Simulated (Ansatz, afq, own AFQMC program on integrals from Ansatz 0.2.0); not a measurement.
# GeH₄+ (doublet): quantum Monte Carlo beside coupled cluster at scale of all distances = 1.481, 6-31G, part 2 of 2

Ansatz 0.2.0, Gaussian basis, and an in-house AFQMC program (afq) on its integrals; all values are calculated; 6-31G, frozen cores. The steps go on from the part before.

## 14. Phaseless AFQMC, CISD trial on UHF

It reads the integrals that the CCSD(T) run on this determinant wrote.

Command:

```console
afq ham --method phaseless --trial cisd --walkers 4000 --populations 20 --least-time 60 --time-step 0.005 --steps-per-block 50 --equilibration-blocks 40 --max-blocks 4000 --target-error 0.00032 --factor-cut 1e-05 --start spin_pure --seed 5985 --release-times 0.24,0.51,0.99,1.62,2.4 --release-step 0.03 --release-every 3 --taylor-order 6
```

Standard output:

```text
orbitals 23  electrons 4 3  factors 163 of 386
reference energy -2076.68231256 Eh
CCSD correlation -0.13888266 Eh in 15 cycles, weight of the determinant in the CISD state 0.4988
energy of the start -2076.790784 Eh
 block  time / (1/Eh)  mean weight  energy / Eh
     1     0.250  1.0001  -2076.796056
     2     0.500  1.0000  -2076.800223
     3     0.750  1.0002  -2076.803144
     4     1.000  1.0001  -2076.806017
     5     1.250  0.9999  -2076.808492
     6     1.500  1.0000  -2076.810291
     7     1.750  1.0000  -2076.812317
     8     2.000  1.0002  -2076.813826
     9     2.250  1.0002  -2076.815276
    10     2.500  0.9998  -2076.816166
    11     2.750  1.0001  -2076.817694
    13     3.250  1.0000  -2076.819054
    15     3.750  0.9999  -2076.820205
    17     4.250  1.0002  -2076.821960
    19     4.750  1.0003  -2076.822599
    21     5.250  1.0001  -2076.824409
    23     5.750  1.0002  -2076.824023
    25     6.250  0.9999  -2076.825223
    27     6.750  1.0000  -2076.825553
    29     7.250  1.0000  -2076.825124
    31     7.750  0.9999  -2076.825922
    33     8.250  1.0000  -2076.825550
    35     8.750  0.9999  -2076.826447
    37     9.250  0.9995  -2076.825994
    39     9.750  1.0001  -2076.826132
    41    10.250  1.0001  -2076.825085
    43    10.750  0.9999  -2076.825946
    45    11.250  1.0000  -2076.825363
    47    11.750  0.9999  -2076.826505
    49    12.250  0.9999  -2076.826791
    51    12.750  0.9999  -2076.826191
    53    13.250  1.0000  -2076.825574
    55    13.750  1.0001  -2076.825422
    57    14.250  1.0000  -2076.825546
    59    14.750  1.0001  -2076.825481
    61    15.250  0.9999  -2076.825193
    63    15.750  1.0001  -2076.826394
    65    16.250  0.9999  -2076.826481
    67    16.750  1.0002  -2076.825839
    69    17.250  1.0002  -2076.826005
    71    17.750  1.0000  -2076.825163
    73    18.250  1.0002  -2076.824843
    75    18.750  1.0000  -2076.825118
    77    19.250  1.0003  -2076.824913
    79    19.750  1.0003  -2076.825459
    81    20.250  1.0002  -2076.824898
    83    20.750  1.0000  -2076.825327
    85    21.250  1.0000  -2076.824552
    87    21.750  0.9998  -2076.824577
    89    22.250  1.0001  -2076.823778
error from the spread of 20 populations
released: time / (1/Eh)  energy / Eh  error  mean overlap
  0.24  -2076.825728  0.000220  1.0023
  0.51  -2076.826392  0.000279  1.0027
  0.99  -2076.827436  0.000233  1.0036
  1.62  -2076.828289  0.000256  1.0043
  2.40  -2076.832838  0.003426  1.0046
energy -2076.825526 +/- 0.000196 Eh
```

Wall time 30 s (1 × NVIDIA H100 80GB HBM3 with 2 threads of AMD EPYC 7R13 (Zen 3), shared host); peak host memory 1.5 GiB.

Energy -56513.3016 ± 0.0053 eV. Caveats: constraint bias not in the error; large difference.

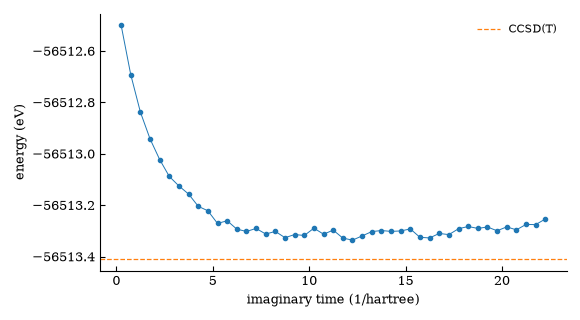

Block energies along the walk.

## 15. Phaseless AFQMC, CISD trial on UHF (settings varied)

It reads the integrals that the CCSD(T) run on this determinant wrote.

Command:

```console
afq ham --method phaseless --trial cisd --walkers 80 --populations 1 --least-time 40 --time-step 0.02 --steps-per-block 50 --equilibration-blocks 10 --max-blocks 20 --target-error 0.00128 --factor-cut 1e-05 --start spin_pure --seed 1227 --taylor-order 4
```

Standard output:

```text
orbitals 23  electrons 4 3  factors 163 of 386
reference energy -2076.68231256 Eh
CCSD correlation -0.13888266 Eh in 15 cycles, weight of the determinant in the CISD state 0.4988
energy of the start -2076.790784 Eh
 block  time / (1/Eh)  mean weight  energy / Eh
     1     1.000  0.9979  -2076.807300
     2     2.000  1.0001  -2076.815010
     3     3.000  1.0002  -2076.817666
     4     4.000  1.0027  -2076.818369
     5     5.000  0.9956  -2076.824070
     6     6.000  0.9989  -2076.824179
     7     7.000  1.0003  -2076.829159
     8     8.000  1.0012  -2076.824308
     9     9.000  0.9976  -2076.819544
    10    10.000  1.0001  -2076.824098
    11    11.000  0.9947  -2076.829607
    12    12.000  0.9968  -2076.824889
    13    13.000  1.0015  -2076.825206
    14    14.000  0.9955  -2076.824024
    15    15.000  0.9970  -2076.825159
    16    16.000  1.0035  -2076.821405
    17    17.000  1.0021  -2076.827449
    18    18.000  0.9940  -2076.830271
    19    19.000  0.9974  -2076.830769
    20    20.000  0.9992  -2076.832313
    21    21.000  0.9981  -2076.826342
    22    22.000  1.0025  -2076.821706
    23    23.000  1.0012  -2076.826535
    24    24.000  1.0011  -2076.830600
    25    25.000  0.9988  -2076.834426
    26    26.000  1.0000  -2076.826224
    27    27.000  0.9970  -2076.826178
    28    28.000  0.9987  -2076.827891
    29    29.000  0.9991  -2076.824068
    30    30.000  1.0041  -2076.828487
blocks merged  error / Eh  count
     1  0.000762  20
     2  0.000858  10
energy -2076.827175 +/- 0.000762 Eh
```

Run time: 5.3 s. Hardware: 1 × NVIDIA H100 80GB HBM3 with 2 threads of AMD EPYC 7R13 (Zen 3), shared host; peak host memory 1.5 GiB.

Energy -56513.3464 ± 0.0207 eV. The run doesn't count as converged. Caveats: constraint bias not in the error; error not settled; large difference.

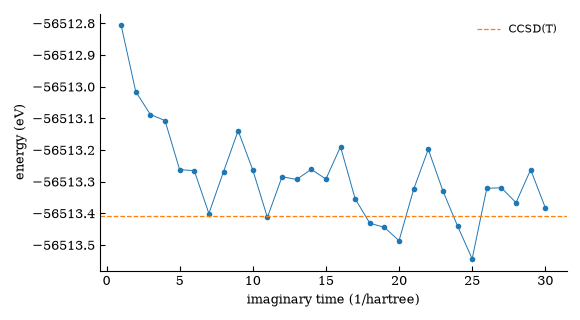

Block energies along the walk.

## 16. CCSD(T) on ROHF

Contents of in.yaml:

```yaml
crystal:
  periodic: [false, false, false]
  atoms:
    - {symbol: Ge, position_ang: [0.000000, 0.000000, 0.000000]}
    - {symbol: H, position_ang: [0.831290, 1.531243, 1.529267]}
    - {symbol: H, position_ang: [-0.843967, -1.524970, 1.528592]}
    - {symbol: H, position_ang: [-0.828210, 1.526640, -1.535527]}
    - {symbol: H, position_ang: [0.840887, -1.532913, -1.522332]}
basis:
  gaussian: {orbitals: 6-31G}
total_charge: 1
magnetization: {spin_polarized: false, initial_magnetization: 1}
correlation: {method: ccsd_t, electrons: outside_noble_gas, hamiltonian_folder: ham}
```

Command:

```console
ansatz run in.yaml --threads 1 --pin off --events-out ev --progress --plain --max-ram 16896MiB --backend cuda --devices 0, --max-vram 18GiB
```

Standard output (excerpt; [...] marks lines left out):

```text
Functional definition: HF
  name "HF"
  cite "Fock, Z. Phys. 61, 126 (1930) doi:10.1007/BF01340294"
  parent pbe
[...]
386 factors; integrals over basis functions are off by at most 4.4e-4 eV
[...]
mean field -56508.84535761 eV, -2076.6617638209 hartree, gradient 1.2e-6 eV, S^2 0.750000; 10 other end points of the search recorded, 0 dependent functions left out
[...]
second order -2.80262576 eV of doubles, -0.15266307 eV of singles
cycle   1  -4.84727462 eV  change   -4.7e-6 eV  update   5.0e-6
cycle   2  -4.84727664 eV  change   -2.0e-6 eV  update   2.9e-6
perturbative correction -0.34847078 eV, -0.0128060649 hartree
WARN: the results are in doubt because among natural orbitals full CI differs from the method by -0.127 eV
Total energy: -56513.38923346 eV, -2076.8287481788 hartree
In doubt: among natural orbitals full CI differs from the method by -0.127 eV
```

Run time: 9.5 s. Hardware: 1 × NVIDIA H100 80GB HBM3 with 1 thread of AMD EPYC 7R13 (Zen 3), shared host; peak host memory 1.5 GiB.

From the report: correlation -5.1957 eV; T1 0.060; largest double amplitude 0.24. Mind the lines of doubt at the end of the log.

This run also writes the integrals to the folder ham.

## 17. Full CI

Contents of in.yaml:

```yaml
hamiltonian:
  integrals:
    folder: ../ham
correlation: {method: fci}
```

Same command.

Standard output:

```text
Functional definition: HF
  name "HF"
  cite "Fock, Z. Phys. 61, 126 (1930) doi:10.1007/BF01340294"
  parent pbe
  exchange = exact_x
  correlation = 0
reference -56508.19348604 eV, -2076.6378079829 hartree; 4, 3 occupied and 19, 20 virtual orbitals, 386 factors
state -56513.52431880 eV, -2076.8337124732 hartree
Total energy: -56513.52431880 eV, -2076.8337124732 hartree
```

Run time: 13 s. Hardware: 1 × NVIDIA H100 80GB HBM3 with 1 thread of AMD EPYC 7R13 (Zen 3), shared host; peak host memory 1.5 GiB.

From the report: 15,682,205 determinants.

## 18. CCSDT(Q) on ROHF

Contents of in.yaml:

```yaml
crystal:
  periodic: [false, false, false]
  atoms:
    - {symbol: Ge, position_ang: [0.000000, 0.000000, 0.000000]}
    - {symbol: H, position_ang: [0.831290, 1.531243, 1.529267]}
    - {symbol: H, position_ang: [-0.843967, -1.524970, 1.528592]}
    - {symbol: H, position_ang: [-0.828210, 1.526640, -1.535527]}
    - {symbol: H, position_ang: [0.840887, -1.532913, -1.522332]}
basis:
  gaussian: {orbitals: 6-31G}
total_charge: 1
magnetization: {spin_polarized: false, initial_magnetization: 1}
correlation: {method: ccsdt_q, electrons: outside_noble_gas}
```

The command is unchanged.

Standard output (excerpt; [...] marks lines left out):

```text
Functional definition: HF
  name "HF"
  cite "Fock, Z. Phys. 61, 126 (1930) doi:10.1007/BF01340294"
  parent pbe
[...]
628 factors; integrals over basis functions are off by at most 8.9e-8 eV
[...]
mean field -56508.84520505 eV, -2076.6617582146 hartree, gradient 9.8e-7 eV, S^2 0.750000; 9 other end points of the search recorded, 0 dependent functions left out
[...]
reference -56508.19328881 eV, -2076.6378007346 hartree; 4, 3 occupied and 19, 20 virtual orbitals, 628 factors
second order -2.80279631 eV of doubles, -0.15266953 eV of singles
cycle   1  -3.87310130 eV  change   -9.0e-1 eV  update   1.6e-1
[...]
cycle  20  -5.29544541 eV  change   -5.1e-8 eV  update   5.3e-7
perturbative correction -0.02789234 eV, -0.0010250246 hartree
Total energy: -56513.51662656 eV, -2076.8334297888 hartree
```

Run time: 29 s. Hardware: 1 × NVIDIA H100 80GB HBM3 with 1 thread of AMD EPYC 7R13 (Zen 3), shared host; peak host memory 1.5 GiB.

From the report: correlation -5.3233 eV; T1 0.060; largest double amplitude 0.29.

## 19. CCSDTQ on ROHF

in.yaml: that of step 18 with these lines changed.

```diff
@@ -12,2 +12,2 @@
 magnetization: {spin_polarized: false, initial_magnetization: 1}
-correlation: {method: ccsdt_q, electrons: outside_noble_gas}
+correlation: {method: ccsdtq, electrons: outside_noble_gas}
```

Same command.

Standard output (excerpt; [...] marks lines left out):

```text
Functional definition: HF
  name "HF"
  cite "Fock, Z. Phys. 61, 126 (1930) doi:10.1007/BF01340294"
  parent pbe
[...]
628 factors; integrals over basis functions are off by at most 8.9e-8 eV
[...]
mean field -56508.84520505 eV, -2076.6617582146 hartree, gradient 9.8e-7 eV, S^2 0.750000; 9 other end points of the search recorded, 0 dependent functions left out
[...]
reference -56508.19328881 eV, -2076.6378007346 hartree; 4, 3 occupied and 19, 20 virtual orbitals, 628 factors
second order -2.80279631 eV of doubles, -0.15266953 eV of singles
cycle   1  -3.87310130 eV  change   -9.0e-1 eV  update   1.6e-1
[...]
cycle  20  -5.33211237 eV  change    9.5e-8 eV  update   8.2e-7
Total energy: -56513.52540118 eV, -2076.8337522499 hartree
```

Wall time 33 s (1 × NVIDIA H100 80GB HBM3 with 1 thread of AMD EPYC 7R13 (Zen 3), shared host); peak host memory 1.5 GiB.

From the report: correlation -5.3321 eV; T1 0.060; largest double amplitude 0.29.

## 20. Phaseless AFQMC, CISD trial on ROHF

It reads the integrals that the CCSD(T) run on this determinant wrote.

Command:

```console
afq ham --method phaseless --trial cisd --walkers 4000 --populations 20 --least-time 60 --time-step 0.005 --steps-per-block 50 --equilibration-blocks 40 --max-blocks 4000 --target-error 0.00032 --factor-cut 1e-05 --start spin_pure --seed 5985 --release-times 0.24,0.51,0.99,1.62,2.4 --release-step 0.03 --release-every 3 --taylor-order 6
```

Standard output:

```text
orbitals 23  electrons 4 3  factors 163 of 386
reference energy -2076.63780798 Eh
CCSD correlation -0.17813431 Eh in 14 cycles, weight of the determinant in the CISD state 0.6689
energy of the start -2076.815932 Eh
 block  time / (1/Eh)  mean weight  energy / Eh
     1     0.250  0.9999  -2076.813061
     2     0.500  0.9999  -2076.811940
     3     0.750  1.0001  -2076.811636
     4     1.000  1.0001  -2076.812002
     5     1.250  0.9998  -2076.812718
     6     1.500  1.0000  -2076.813591
     7     1.750  1.0000  -2076.814362
     8     2.000  1.0001  -2076.815237
     9     2.250  1.0001  -2076.816039
    10     2.500  0.9998  -2076.816743
    11     2.750  1.0001  -2076.818081
    13     3.250  0.9999  -2076.819998
    15     3.750  0.9998  -2076.821444
    17     4.250  1.0002  -2076.822873
    19     4.750  1.0002  -2076.824274
    21     5.250  1.0000  -2076.824537
    23     5.750  1.0002  -2076.823460
    25     6.250  0.9999  -2076.825819
    27     6.750  0.9999  -2076.826491
    29     7.250  1.0000  -2076.825818
    31     7.750  0.9999  -2076.824954
    33     8.250  1.0000  -2076.825705
    35     8.750  1.0000  -2076.824861
    37     9.250  1.0001  -2076.825736
    39     9.750  1.0000  -2076.825508
    41    10.250  0.9999  -2076.824181
    43    10.750  0.9998  -2076.824795
    45    11.250  1.0000  -2076.824385
    47    11.750  1.0000  -2076.823411
    49    12.250  1.0000  -2076.823357
    51    12.750  1.0000  -2076.824410
    53    13.250  1.0001  -2076.824725
    55    13.750  1.0001  -2076.824443
    57    14.250  1.0000  -2076.825881
    59    14.750  1.0000  -2076.825075
    61    15.250  0.9997  -2076.824781
    63    15.750  0.9999  -2076.826231
    65    16.250  1.0000  -2076.825185
    67    16.750  1.0000  -2076.827802
    69    17.250  1.0001  -2076.830632
    71    17.750  1.0000  -2076.824160
    73    18.250  0.9999  -2076.825446
    75    18.750  0.9999  -2076.824216
    77    19.250  1.0002  -2076.824855
    79    19.750  1.0003  -2076.824833
    81    20.250  1.0001  -2076.825615
    83    20.750  1.0001  -2076.824257
    85    21.250  0.9999  -2076.823849
    87    21.750  1.0001  -2076.822575
    89    22.250  1.0000  -2076.821789
    91    22.750  1.0001  -2076.822713
    93    23.250  1.0000  -2076.822961
    95    23.750  1.0001  -2076.825070
    97    24.250  1.0001  -2076.824422
    99    24.750  0.9997  -2076.824794
error from the spread of 20 populations
released: time / (1/Eh)  energy / Eh  error  mean overlap
  0.24  -2076.824953  0.000333  1.0010
  0.51  -2076.825543  0.000301  1.0015
  0.99  -2076.826080  0.000403  1.0024
  1.62  -2076.827751  0.000263  1.0045
  2.40  -2076.829111  0.000278  1.0054
energy -2076.824582 +/- 0.000304 Eh
```

Run time: 41 s. Hardware: 1 × NVIDIA H100 80GB HBM3 with 2 threads of AMD EPYC 7R13 (Zen 3), shared host; peak host memory 1.5 GiB.

Energy -56513.2759 ± 0.0083 eV. Caveats: constraint bias not in the error; large difference.

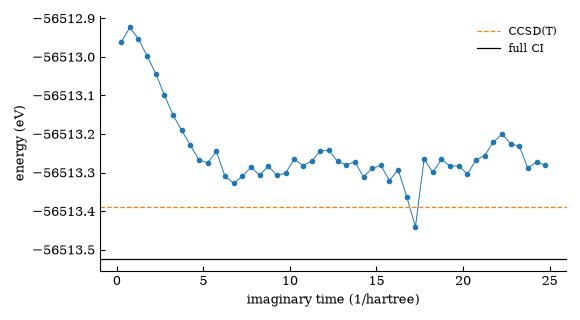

Block energies along the walk.

## 21. Phaseless AFQMC, CISD trial on ROHF (settings varied)

It reads the integrals that the CCSD(T) run on this determinant wrote.

Command:

```console
afq ham --method phaseless --trial cisd --walkers 80 --populations 1 --least-time 40 --time-step 0.02 --steps-per-block 50 --equilibration-blocks 10 --max-blocks 20 --target-error 0.00128 --factor-cut 1e-05 --start spin_pure --seed 1227 --taylor-order 4
```

Standard output:

```text
orbitals 23  electrons 4 3  factors 163 of 386
reference energy -2076.63780798 Eh
CCSD correlation -0.17813431 Eh in 14 cycles, weight of the determinant in the CISD state 0.6689
energy of the start -2076.815932 Eh
 block  time / (1/Eh)  mean weight  energy / Eh
     1     1.000  0.9967  -2076.812576
     2     2.000  0.9992  -2076.815760
     3     3.000  1.0000  -2076.817378
     4     4.000  1.0027  -2076.817995
     5     5.000  0.9972  -2076.825297
     6     6.000  0.9993  -2076.823134
     7     7.000  0.9895  -2076.823738
     8     8.000  1.0014  -2076.819582
     9     9.000  0.9998  -2076.816690
    10    10.000  1.0016  -2076.818641
    11    11.000  0.9940  -2076.824960
    12    12.000  0.9972  -2076.815958
    13    13.000  1.0001  -2076.822835
    14    14.000  0.9946  -2076.826194
    15    15.000  0.9957  -2076.831226
    16    16.000  1.0017  -2076.828496
    17    17.000  1.0019  -2076.832931
    18    18.000  0.9932  -2076.818711
    19    19.000  0.9989  -2076.815019
    20    20.000  1.0000  -2076.829548
    21    21.000  1.0001  -2076.830457
    22    22.000  1.0018  -2076.829987
    23    23.000  0.9979  -2076.835891
    24    24.000  0.9997  -2076.822339
    25    25.000  0.9757  -2076.821369
    26    26.000  1.0020  -2076.820322
    27    27.000  0.9982  -2076.826091
    28    28.000  0.9993  -2076.817145
    29    29.000  1.0003  -2076.820605
    30    30.000  1.0048  -2076.827925
blocks merged  error / Eh  count
     1  0.001326  20
     2  0.001183  10
energy -2076.824908 +/- 0.001326 Eh
```

Wall time 7.2 s (1 × NVIDIA H100 80GB HBM3 with 2 threads of AMD EPYC 7R13 (Zen 3), shared host); peak host memory 1.5 GiB.

Energy -56513.2847 ± 0.0361 eV. The run doesn't count as converged. Caveats: constraint bias not in the error; error not settled; large difference.

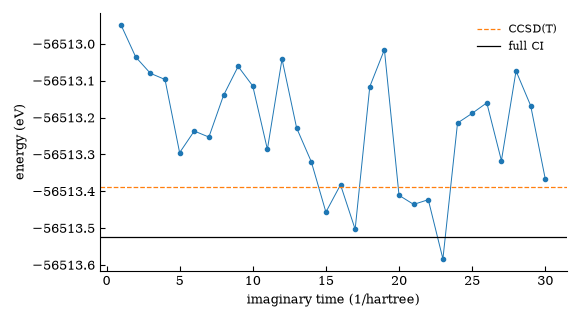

Block energies along the walk.

## 22. All levels side by side

The full CI on restricted orbitals is not used as the yardstick for these unrestricted rows.

On the UHF determinant, counted from CCSDTQ (a yardstick, not exact):

| level | energy (eV) | from CCSDTQ (meV) | statistical error (meV) | time |
| --- | --- | --- | --- | --- |
| HF | -56509.4045 | +4115.4 |  |  |
| MP2 | -56510.6471 | +2872.7 |  |  |
| CCSD | -56513.1837 | +336.2 |  |  |
| CCSD(T) | -56513.4091 | +110.8 |  |  |
| CCSDT(Q) | -56513.5191 | +0.8 |  |  |
| CCSDTQ | -56513.5199 | 0.0 |  |  |
| Phaseless AFQMC, CISD trial, step 0.005, 4000 walkers | -56513.3016 | +218.3 | 5.3 | 30 s |

On the ROHF determinant, counted from full CI (exact for this spin and basis):

```csv
level,energy (eV),from full CI (meV),statistical error (meV),time
HF,-56508.1935,+5330.7,,
MP2,-56511.1488,+2375.4,,
CCSD,-56513.0408,+483.4,,
CCSD(T),-56513.3892,+134.9,,
CCSDT(Q),-56513.5166,+7.5,,
CCSDTQ,-56513.5254,-1.2,,
full CI,-56513.5242,0.0,,
"Phaseless AFQMC, CISD trial, step 0.005, 4000 walkers",-56513.2759,+248.3,8.3,41 s
```

The functionals' totals stand on their own zeros and serve differences with other points: PBE -56547.618 eV; r2SCAN -56555.498 eV; PBE0 -56548.718 eV; B3LYP -56557.653 eV; wB97M-V -56551.943 eV; B2PLYP -56544.110 eV.

## 23. Outcome

The summary covers parts 1 to 2.

| quantity | value |
| --- | --- |
| CCSD(T) on UHF from CCSDTQ | +110.8 meV |
| Phaseless AFQMC, CISD trial on UHF from CCSDTQ | +218.3 ± 5.3 meV |
| CCSD(T) on ROHF from full CI | +134.9 meV |
| Phaseless AFQMC, CISD trial on ROHF from full CI | +248.3 ± 8.3 meV |

In words: On UHF the phaseless walk with the CISD trial lies +218.3 meV from CCSDTQ, 41 times its error bar. On ROHF the phaseless walk with the CISD trial lies +248.3 meV from full CI, 30 times its error bar: mostly the bias of the constraint. Error bars are statistical and leave out the constraint, the time step and what remains of the start.
